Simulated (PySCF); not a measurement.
**CCSDTQ/SBKJC (core potential) run of SiH2 (SMILES [SiH2])**

Aim: the energy change on altering one bond length of SiH2 at CCSDTQ/SBKJC (core potential), from 2 runs. 

The calculation is run with PySCF 2.14.0.

8 further runs of the same task are left out: 8 set aside as unsound or not needed.

## (1) The structure to begin with

SiH2: 3 atoms, total charge 0, spin state singlet. As SMILES, `[SiH2]`. Geometry: relaxed at PBE0-D4/def2-TZVP.

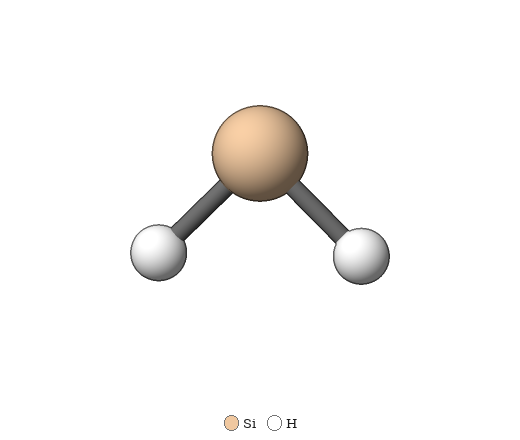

Viewed from a chosen angle; silicon light orange, hydrogen white.

## (2) The energy at CCSDTQ/SBKJC (core potential)

Contents of input.xyz:

```xyz
3

Si    -0.491200     0.468600    -0.213600
H      0.840300     0.578600     0.522500
H     -0.349100    -1.047200    -0.308900
```

Contents of input.py:

```python
# [SiH2]
from pyscf import gto, cc

molecule = gto.Mole()
molecule.atom = 'input.xyz'
molecule.basis = 'sbkjc'
molecule.verbose = 3
molecule.charge = 0
molecule.max_memory = 1860
molecule.ecp = {'Si': 'sbkjc'}
molecule.build()

mf = molecule.RHF()
mf.conv_tol = 1e-10
mf.kernel()
if not mf.converged:
    mf = mf.newton().run(mf.mo_coeff, mf.mo_occ)

mycc = cc.CCSDTQ(mf)
mycc.kernel()
etot = mycc.e_tot
print('Final energy', etot)
```

Run with:

```console
$ OMP_NUM_THREADS=1 python input.py
```

Standard output:

```text
converged SCF energy = -4.79782724521946
_make_eris_incore_RCCSDTQ

WARN: A large `blksize` is being used, which may cause large memory consumption
      for storing contraction intermediates. If memory is sufficient, consider using
      `pyscf.cc.rccsdtq_highm.RCCSDTQ` instead.

RCCSDTQ converged
E(RCCSDTQ) = -4.857318573311129   E_corr = -0.0594913280916692
E_corr(same-spin) = -0.00177770564074799
E_corr(oppo-spin) = -0.0577136224509212
Final energy -4.8573185733111295
```

Run time: 10 s. Hardware: 1 thread of Arm Neoverse V2, shared host; peak memory 0.15 GiB.

## (3) The distorted shape, same level

Contents of job.py:

```python
from pyscf import gto, scf, cc

mol = gto.M(
    atom=[
    ('Si', (-0.604883, 1.681273, -0.137358)),
    ('H', (0.726617, 1.791273, 0.598742)),
    ('H', (-0.349100, -1.047200, -0.308900)),
],
    verbose=4,
    basis='sbkjc',
    max_memory=1860,
    ecp={'Si': 'sbkjc'},
)

hf = scf.RHF(mol)
hf.conv_tol = 1e-10
hf.kernel()
if not hf.converged:
    hf = hf.newton().run(hf.mo_coeff, hf.mo_occ)

mycc = cc.CCSDTQ(hf)
mycc.kernel()
energy = mycc.e_tot
print(f'total energy: {energy:.8f} hartree')
```

Run with:

```console
$ OMP_NUM_THREADS=1 python job.py
```

Standard output:

```text
PySCF version 2.14.0

[INPUT] num. atoms = 3
[INPUT] num. electrons = 6
[INPUT] charge = 0
[INPUT] spin (= nelec alpha-beta = 2S) = 0
[INPUT] symmetry False subgroup None
[INPUT] Mole.unit = angstrom
[INPUT] Symbol           X                Y                Z      unit          X                Y                Z       unit  Magmom
[INPUT]  1 Si    -0.604883000000   1.681273000000  -0.137358000000 AA   -1.143063207405   3.177145510626  -0.259569001018 Bohr   0.0
[INPUT]  2 H      0.726617000000   1.791273000000   0.598742000000 AA    1.373107127453   3.385015384328   1.131458399274 Bohr   0.0
[INPUT]  3 H     -0.349100000000  -1.047200000000  -0.308900000000 AA   -0.659703390086  -1.978921197645  -0.583736399878 Bohr   0.0

nuclear repulsion = 2.32555867505415
number of shells = 8
number of NR pGTOs = 22
number of NR cGTOs = 12
basis = sbkjc
ecp = {'Si': 'sbkjc'}

[... 37 lines left out ...]
converged SCF energy = -4.68531075055885
[... 15 lines left out ...]
WARN: A large `blksize` is being used, which may cause large memory consumption
[... 9 lines left out ...]
Init t2, MP2 energy = -4.743581543700  E_corr(MP2) -0.058270793141
[... 17 lines left out ...]
RCCSDTQ converged
[... 3 lines left out ...]
total energy: -4.78665780 hartree
```

Wall time 14 s (1 thread of Arm Neoverse V2, shared host); peak memory 0.14 GiB.

## (4) Outcome

Level: CCSDTQ/SBKJC (core potential).

| quantity | value |
| --- | --- |
| first shape: total energy | -4.85732 Eh |
| first shape: dipole moment (Hartree–Fock density) | 1.11 D |
| first shape: HOMO energy (Hartree–Fock orbitals) | -9.05 eV |
| first shape: LUMO energy (Hartree–Fock orbitals) | -0.05 eV |
| first shape: HOMO–LUMO gap (Hartree–Fock orbitals) | 8.99 eV |
| first shape: correlation energy | -59.5 mEh |
| first shape: T1 diagnostic | 0.011 |
| distorted shape: total energy | -4.78666 Eh |
| distorted shape: dipole moment (Hartree–Fock density) | 2.60 D |
| distorted shape: HOMO energy (Hartree–Fock orbitals) | -8.06 eV |
| distorted shape: LUMO energy (Hartree–Fock orbitals) | -0.70 eV |
| distorted shape: HOMO–LUMO gap (Hartree–Fock orbitals) | 7.36 eV |
| distorted shape: correlation energy | -101.3 mEh |
| distorted shape: T1 diagnostic | 0.040 |
| energy change with the Si1–H3 bond stretched from 1.525 to 2.746 Å | 1.923 eV |

What this shows: With the Si1–H3 bond stretched from 1.525 to 2.746 Å the energy rises by 1.92 eV (44 kcal/mol). The first shape isn't relaxed at this level, so the change isn't measured from a minimum.
